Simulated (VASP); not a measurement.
Band structure of NaCl (space group Fm-3m). Method: PBEsol GGA, VASP's PBE PAW potentials (set 64) (plane waves; VASP 6.6.1).

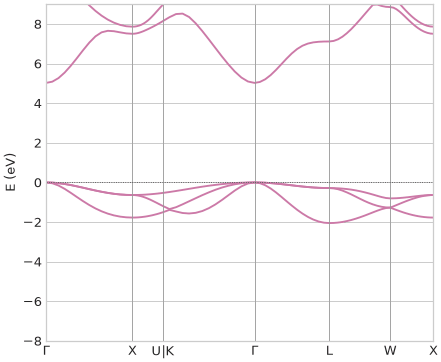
Fig. 1. Bands along high-symmetry lines, zero at the valence-band maximum or, without a gap, the Fermi level

Problem. Read the plot: is there a gap, and where are the band edges?

Solution. The gap is direct, 5.03 eV, from the valence maximum at Γ to the conduction minimum at Γ. (Edges off the drawn lines would not show.)

The structure comes from a measured NaCl entry (Fm-3m) of the Crystallography Open Database, whose conditions weren't checked. It was relaxed first.
